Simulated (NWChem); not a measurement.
# UCCSD(2)_T/6-31G(d) (Cartesian functions) run of BSiH2F (SMILES B[Si]F)

Aim: the energy change on altering one bond length of BSiH2F at UCCSD(2)_T/6-31G* (Cartesian functions), from 2 runs. 

Program for the calculation: NWChem 7.3.0.

### Step 1. The structure to begin with

BSiH2F has 5 atoms, charge 0, and is taken as a triplet. SMILES: `B[Si]F`. Geometry: relaxed at GFN2-xTB.

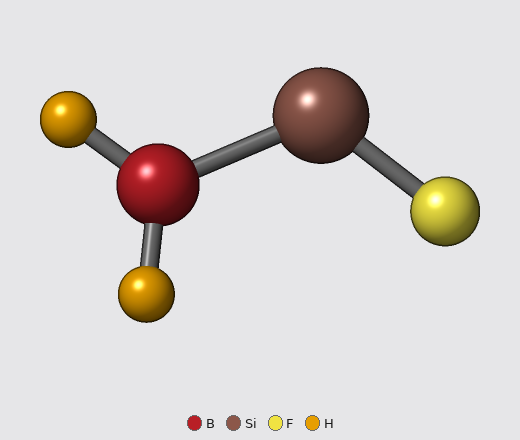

Viewed from a chosen angle; boron red, silicon brown, fluorine yellow, hydrogen amber.

### Step 2. The energy at UCCSD(2)_T/6-31G(d) (Cartesian functions)

bfh2si.xyz reads:

```xyz
5
BFH2Si
B      0.234950     0.685700    -0.124130
Si    -0.890020    -0.807470    -0.293660
F     -0.519870    -2.176130     0.558950
H     -0.000350     1.667090    -0.717680
H      1.175290     0.630810     0.576520
```

bfh2si.nw reads:

```
start bfh2si
title "BFH2Si"
memory 2200 mb
geometry units angstrom noautoz
 load format xyz bfh2si.xyz
end
basis cartesian
 B library 6-31G*
 Si library 6-31G*
 F library 6-31G*
 H library 6-31G*
end
scf
 triplet
 uhf
 thresh 1e-08
 maxiter 60
 direct
end
tce
 scf
 ccsd(2)_t
 freeze core 7
 maxiter 100
end
task tce energy
```

On the command line:

```sh
$ nwchem bfh2si.nw > bfh2si.out
```

Standard output:

```text
[...]
 Group name             Cs
[...]
  functions       =    53
[...]
  wavefunction    = UHF
[...]
         Total SCF energy =   -414.161116048256
      One electron energy =   -735.182296866952
      Two electron energy =    240.190934237684
 Nuclear repulsion energy =     80.830246581012
                       Sz =      1.0000
                 Sz(Sz+1) =      2.0000
                      S^2 =      2.0064
[...]
         Wavefunction type : Unrestricted Hartree-Fock
          No. of electrons :    30
[...]
         Spin multiplicity : triplet
[...]
 CCSD total energy / hartree       =      -414.493702140723940
[...]
 CCSD(2)_T total energy / hartree       =      -414.502041044215787
[...]
```

It took 14 s on 1 thread of Intel Xeon 6975P-C (Granite Rapids), shared host; peak memory 0.24 GiB.

### Step 3. The distorted shape

bfh2si.nw reads:

```
echo
start bfh2si
memory total 2200 mb

geometry units angstrom
  zmatrix
    B
    Si 1 r2
    F 2 r3 1 a3
    H 1 r4 2 a4 3 d4
    H 1 r5 4 a5 2 d5
  variables
    r2 1.877193
    r3 1.654444
    a3 118.51625
    r4 1.170809
    a4 120.03416
    d4 179.83302
    r5 1.291347
    a5 120.18137
    d5 179.86359
  end
end

basis
  B library 6-31G*
  Si library 6-31G*
  F library 6-31G*
  H library 6-31G*
end

scf
  nopen 2
  uhf
  thresh 1e-08
  maxiter 60
  direct
  print low
end

tce
  scf
  ccsd(2)_t
  freeze core 7
  maxiter 100
end

task tce
```

On the command line:

```sh
$ nwchem bfh2si.nw > bfh2si.out
```

Standard output:

```text
[...]
  functions       =    53
[...]
  wavefunction    = UHF
[...]
         Total SCF energy =   -414.156840933908
      One electron energy =   -734.499976069063
      Two electron energy =    239.845075612919
 Nuclear repulsion energy =     80.498059522236
                       Sz =      1.0000
                 Sz(Sz+1) =      2.0000
                      S^2 =      2.0064
[...]
         Wavefunction type : Unrestricted Hartree-Fock
          No. of electrons :    30
[...]
         Spin multiplicity : triplet
[...]
 CCSD total energy / hartree       =      -414.490507508719645
[...]
 CCSD(2)_T total energy / hartree       =      -414.499007833879091
[...]
```

It took 26 s on 1 thread of Intel Xeon 6975P-C (Granite Rapids), shared host; peak memory 0.4 GiB.

### Step 4. Summary of results

At UCCSD(2)_T/6-31G* (Cartesian functions), 7 core orbitals frozen:

| quantity | value |
| --- | --- |
| first shape: total energy | -414.50204 Eh |
| first shape: HOMO energy (Hartree–Fock orbitals) (highest over α and β) | -8.62 eV |
| first shape: LUMO energy (Hartree–Fock orbitals) (lowest over α and β) | 0.61 eV |
| first shape: correlation energy (7 core orbitals frozen) | -340.9 mEh |
| first shape: ⟨S²⟩ of the reference determinant | 2.006 |
| distorted shape: total energy | -414.49901 Eh |
| distorted shape: correlation energy (7 core orbitals frozen) | -342.2 mEh |
| distorted shape: ⟨S²⟩ of the reference determinant | 2.006 |
| energy change with the B1–H5 bond stretched from 1.174 to 1.291 Å | 0.083 eV |

With the B1–H5 bond stretched from 1.174 to 1.291 Å the energy rises by 0.08 eV (8.0 kJ/mol). The first shape isn't relaxed at this level, so the change isn't measured from a minimum.
